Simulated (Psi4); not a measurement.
# UMP2/cc-pVDZ-DK (sfX2C, density fitting with def2-universal-jkfit, density fitting for correlation, sweep point 1) run of GeNH3Cl (SMILES [NH2][GeH][Cl])

Aim: the vertical doublet–quartet gap of GeNH3Cl at UMP2/cc-pVDZ-DK (sfX2C, density fitting with def2-universal-jkfit, density fitting for correlation, sweep point 1), from 2 runs. 

The results are computed with Psi4 1.11.

## (1) The structure to begin with

GeNH3Cl: 6 atoms, total charge 0, spin state doublet. SMILES: `[NH2][GeH][Cl]`. The coordinates come from a PBE0-D4/def2-TZVP relaxation. This is one conformer, not always the lowest.

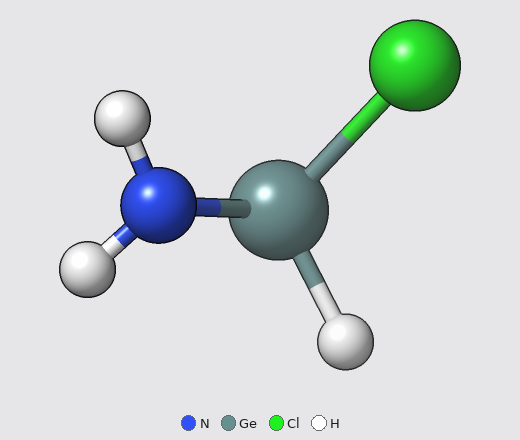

Viewed from a chosen angle; nitrogen blue, germanium teal, chlorine green, hydrogen white.

## (2) A single-point energy at UMP2/cc-pVDZ-DK (sfX2C, density fitting with def2-universal-jkfit, density fitting for correlation, sweep point 1)

Input file input.in:

```
memory 1600 MB

molecule m {
  0 2
  N     -0.446300     0.317900    -0.788300
  Ge     0.075400    -0.151000     0.908100
  Cl     1.243000    -1.956900     0.623300
  H     -0.984500     1.171200    -0.861400
  H     -0.888700    -0.414300    -1.327200
  H      1.043200     0.969100     1.399300
  symmetry c1
}

set globals {
  reference uhf
  puream true
  scf_type df
  num_frozen_docc 15
  maxiter 100
  df_basis_scf def2-universal-jkfit
  relativistic x2c
}

energy('mp2/cc-pVDZ-DK')
print_variables()
```

Started as:

```console
$ psi4 -i input.in -o input.out -n 1
```

input.out (excerpt; [...] marks lines left out):

```text
[...]
  Running in c1 symmetry.
[...]
  Nuclear repulsion =  259.076800327063836
[...]
  Multiplicity = 2
[...]
  Nalpha       = 30
  Nbeta        = 29
[...]
    Number of basis functions: 74
[...]
    WARNING: The X2C and Dirac Hamiltonians have substatially different eigenvalues!
             This is probably caused by the recontraction of the basis set.
[...]
   @DF-UHF iter   1: -2613.57830828446231   -3.95881e+00   1.44499e-02 ADIIS/DIIS
[...]
   @DF-UHF iter  16: -2614.17082040819741   -6.82121e-12   8.52185e-09 DIIS
[...]
   @S^2 Observed:                7.622333716E-01
[...]
    Orbital Energies [Eh]
    ---------------------
    Alpha Occupied:
       1A   -410.846669     2A   -105.182206     3A    -53.465544
       4A    -46.561945     5A    -46.560386     6A    -46.559501
       7A    -15.580508     8A    -10.601857     9A     -8.004954
      10A     -8.001172    11A     -8.000774    12A     -7.441900
      13A     -5.253150    14A     -5.249905    15A     -5.246723
      16A     -1.640964    17A     -1.637915    18A     -1.636469
      19A     -1.633842    20A     -1.632772    21A     -1.155411
      22A     -1.077424    23A     -0.729471    24A     -0.666124
      25A     -0.544648    26A     -0.510108    27A     -0.485966
      28A     -0.448156    29A     -0.444228    30A     -0.332124
    Alpha Virtual:
[...]
  @DF-UHF Final Energy: -2614.17082040819741
   => Energetics <=
    Nuclear Repulsion Energy =            259.0768003270638360
    One-Electron Energy =               -4152.8207438919416745
    Two-Electron Energy =                1279.5731231566803672
    Total Energy =                      -2614.1708204081978693
  UHF NO Occupations:
  HONO-2 :   28  A 1.9983025
  HONO-1 :   29  A 1.9963514
  HONO-0 :   30  A 1.0000000
  LUNO+0 :   31  A 0.0036486
  LUNO+1 :   32  A 0.0016975
[...]
 Multipole Moments:
 ------------------------------------------------------------------------------------
     Multipole            Electronic (a.u.)      Nuclear  (a.u.)        Total (a.u.)
 ------------------------------------------------------------------------------------
 L = 1.  Multiply by 2.5417464519 to convert [e a0] to [Debye]
 Dipole X            :         -0.9245714           -0.1292250           -1.0537965
 Dipole Y            :          0.3297906            0.4636322            0.7934228
 Dipole Z            :          5.2334676           -5.2413884           -0.0079209
 Magnitude           :                                                    1.3191169
[...]
```

It took 6.6 s on 1 thread of Intel Xeon Platinum 8259CL at 2.50GHz (Skylake/Cascade Lake), shared host; peak memory 0.31 GiB.

## (3) The quartet, same level

Input file calc.inp:

```
memory 1600 mb

molecule molecule1 {
  0 4
  N     -0.446300     0.317900    -0.788300
  Ge     0.075400    -0.151000     0.908100
  Cl     1.243000    -1.956900     0.623300
  H     -0.984500     1.171200    -0.861400
  H     -0.888700    -0.414300    -1.327200
  H      1.043200     0.969100     1.399300
  symmetry c1
}

set {
  reference uhf
  puream true
  scf_type df
  num_frozen_docc 15
  maxiter 100
  df_basis_scf def2-universal-jkfit
  relativistic x2c
}

energy("mp2/cc-pVDZ-DK")
```

Started as:

```console
$ psi4 calc.inp calc.out -n 1
```

calc.out (excerpt; [...] marks lines left out):

```text
[...]
  Running in c1 symmetry.
[...]
  Nuclear repulsion =  259.076800327063836
[...]
  Multiplicity = 4
[...]
  Nalpha       = 31
  Nbeta        = 28
[...]
    Number of basis functions: 74
[...]
   @DF-UHF iter   1: -2613.19455024672743   -3.57505e+00   1.53147e-02 ADIIS/DIIS
[...]
   @DF-UHF iter  34: -2613.90338559603424   -4.54747e-12   9.79610e-09 DIIS
[...]
   @S^2 Observed:                3.788648891E+00
[...]
    Orbital Energies [Eh]
    ---------------------
    Alpha Occupied:
       1A   -410.782022     2A   -105.272016     3A    -53.403684
       4A    -46.499970     5A    -46.498583     6A    -46.496899
       7A    -15.631476     8A    -10.694032     9A     -8.108142
      10A     -8.092363    11A     -8.087015    12A     -7.383256
      13A     -5.193720    14A     -5.192077    15A     -5.187075
      16A     -1.584006    17A     -1.577938    18A     -1.575844
      19A     -1.574408    20A     -1.572987    21A     -1.209096
      22A     -1.187417    23A     -0.747896    24A     -0.703595
      25A     -0.601915    26A     -0.591676    27A     -0.546314
      28A     -0.530011    29A     -0.500860    30A     -0.327865
      31A     -0.130206
[...]
  @DF-UHF Final Energy: -2613.90338559603424
   => Energetics <=
    Nuclear Repulsion Energy =            259.0768003270638360
    One-Electron Energy =               -4152.8644093941929896
    Two-Electron Energy =                1279.8842234710950834
    Total Energy =                      -2613.9033855960342407
  UHF NO Occupations:
  HONO-2 :   29  A 1.0000000
  HONO-1 :   30  A 1.0000000
  HONO-0 :   31  A 1.0000000
  LUNO+0 :   32  A 0.0143240
  LUNO+1 :   33  A 0.0021185
[...]
 Multipole Moments:
 ------------------------------------------------------------------------------------
     Multipole            Electronic (a.u.)      Nuclear  (a.u.)        Total (a.u.)
 ------------------------------------------------------------------------------------
 L = 1.  Multiply by 2.5417464519 to convert [e a0] to [Debye]
 Dipole X            :         -0.1014227           -0.1292250           -0.2306477
 Dipole Y            :         -0.8640172            0.4636322           -0.4003850
 Dipole Z            :          4.2364439           -5.2413884           -1.0049445
 Magnitude           :                                                    1.1060832
[...]
```

It took 6.9 s on 1 thread of Intel Xeon Platinum 8259CL at 2.50GHz (Skylake/Cascade Lake), shared host; peak memory 0.31 GiB.

## (4) Results

At UMP2/cc-pVDZ-DK (sfX2C, density fitting with def2-universal-jkfit, density fitting for correlation, sweep point 1), 15 core orbitals frozen:

| quantity | value |
| --- | --- |
| doublet: total energy | -2614.57794 Eh |
| doublet: HOMO energy (Hartree–Fock orbitals) (highest over α and β) | -9.04 eV |
| doublet: LUMO energy (Hartree–Fock orbitals) (lowest over α and β) | 0.82 eV |
| doublet: correlation energy (15 core orbitals frozen) | -407.1 mEh |
| doublet: ⟨S²⟩ of the reference determinant | 0.762 |
| quartet: total energy | -2614.30981 Eh |
| quartet: HOMO energy (Hartree–Fock orbitals) (highest over α and β) | -3.54 eV |
| quartet: LUMO energy (Hartree–Fock orbitals) (lowest over α and β) | -3.01 eV |
| quartet: correlation energy (15 core orbitals frozen) | -406.4 mEh |
| quartet: ⟨S²⟩ of the reference determinant | 3.789 |
| vertical energy of the quartet above the doublet | 7.296 eV |

**Reading.** At this shape the quartet lies 7.30 eV (168 kcal/mol) above the doublet.
